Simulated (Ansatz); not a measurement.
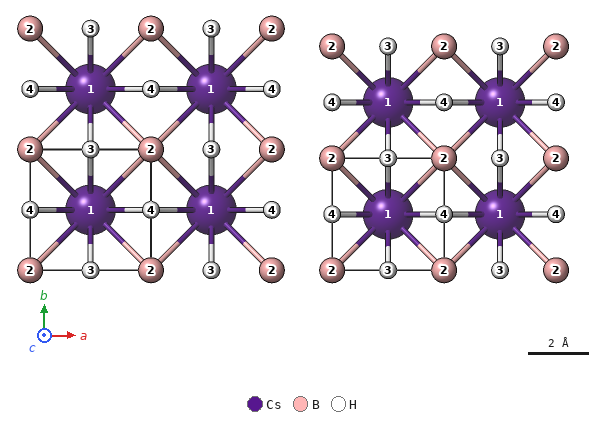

Two geometries of solid CsBH3 (a generated structure, set up in Pm-3m) (coarse preliminary run), drawn at one scale. One is the start of a relaxation, the other its converged end. A ball-and-stick model of the cell of the calculation, repeated 2 × 2 × 1 with one cell outlined, seen along the c axis.

All numbers below come from DFT PBE, scalar-relativistic, plane waves, PAW (Ansatz 0.2.0). Set-up: plane-wave cutoff 420 eV; k-point mesh 4 × 4 × 4; occupations gaussian; smearing width 0.1 eV; no spin polarisation; cell and atoms relaxed; force threshold 0.04 eV/Å; at most 70 steps.

Which one is relaxed?

Answer. The right one is the relaxed one. Over 3 accepted moves (4 points after the start) the energy falls by 82.6 meV per atom. All forces vanish by symmetry, so only the cell relaxes. Pressure: −7.30 GPa at the start and −0.06 GPa at the end. The SCF was repeated once at an unchanged geometry on a basis and grid sized afresh for the cell, which shifted the energy by 1.0 meV per atom at most. The atoms keep their places relative to the cell (all moves are under 0.005 Å). The volume changes by −20.5 %, with a = b = c 4.085 → 3.784 Å (−7.4 %). Near-neighbour distances that change, for instance: B–Cs 3.538 → 3.277 Å, Cs–H 2.889 → 2.676 Å. The space group stays Pm-3m (No. 221). Cost: 5 s on 1 thread of Arm Neoverse V1, with other jobs on the host, peak memory 0.3 GiB.

Limits of the set-up: the k-point mesh is coarse for a cell with partly filled bands.
